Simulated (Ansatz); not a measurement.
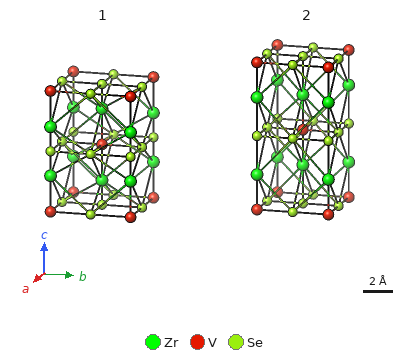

Two geometries of a crystal of Zr2VSe3 (a generated structure, set up in I4/mmm) (coarse preliminary run), drawn at one scale. One is the start of a relaxation, the other its converged end. The picture is a ball-and-stick view of the conventional cell (2 times the calculation's cell), seen slightly off an axis. Lengths and directions refer to the drawn axes.

Level of theory: DFT PBE, scalar-relativistic, plane waves, PAW (Ansatz). Settings: plane-wave cutoff 420 eV; k-point mesh 4 × 4 × 4; occupations gaussian; smearing width 0.1 eV; collinear spin; cell and atoms relaxed; force threshold 0.04 eV/Å; at most 70 steps.

> Which geometry has the lower energy?

Structure 2 is the relaxed one. The largest moves relative to the cell, 0.62 Å, are those of Zr atoms. Se and V stay in place. The drawn cell changes as follows: a = b 5.750 → 5.129 Å (−10.8 %), c 8.599 → 10.484 Å (+21.9 %); the volume changes by −3.0 %. Some distances before and after: Zr–Zr 3.485 → 5.489 Å, Se–Zr 1.743 → 2.745 Å, Se–Zr 3.362 → 3.756 Å, Se–Se 2.875 → 2.565 Å. The space group stays I4/mmm (No. 139). Over 9 accepted moves (11 points after the start) the energy falls by 3264 meV per atom. The largest force component goes from 39 to 0.0033 eV/Å. Pressure: 48.79 GPa at the start and 0.01 GPa at the end. At 2 points the geometry stayed and the basis and grid were re-selected for the new cell (energy shift of 5.5 meV per atom at most each time). The run took 11 min on 1 thread of Intel(R) Xeon(R) Processor @ 2.50GHz (Skylake/Cascade Lake), on a shared host, peak memory 0.6 GiB.
